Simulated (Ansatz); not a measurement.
```yaml
atoms:
  - { symbol: B, position_ang: [0.4948, 0.1026, -1.2924] }
  - { symbol: Br, position_ang: [2.0625, 3.3153, -0.3528] }
  - { symbol: Cl, position_ang: [1.7844, 1.1953, 2.4038] }
  - { symbol: O, position_ang: [1.5201, 0.1551, -0.4020] }
  - { symbol: Si, position_ang: [2.3914, 1.2799, 0.4467] }
  - { symbol: H, position_ang: [0.1216, -0.9928, -1.6380] }
  - { symbol: H, position_ang: [-0.0012, 1.1257, -1.7079] }
  - { symbol: H, position_ang: [3.8190, 0.9281, 0.3505] }
```

Geometry: r2SCAN-D4/def2-SVP.

Level of theory: isolated molecule in a Gaussian basis; Kohn-Sham density functional theory, functional PBE0 in Ansatz 0.2.0.

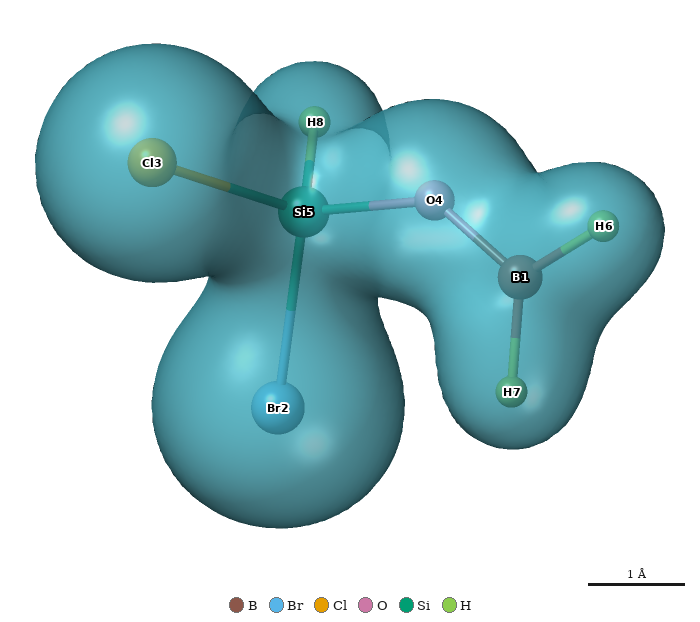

BBrClH3OSi. Isosurface of the total electron density at 0.2 e/Å³ (cyan), seen at a tilt.

**What does this surface tell about the bonding?**

At this value the surface is in one piece. It bridges the sampled B–O (1.36 Å), Si–O (1.66 Å), Si–Cl (2.05 Å) and Si–Br (2.21 Å) contacts, where the density stays above the isovalue. On the grid the lowest density along these lines, outside the cores, is 1.5 e/Å³ (B–O, 1.36 Å), 0.99 e/Å³ (Si–O, 1.66 Å), 0.69 e/Å³ (Si–Cl, 2.05 Å) and 0.62 e/Å³ (Si–Br, 2.21 Å).
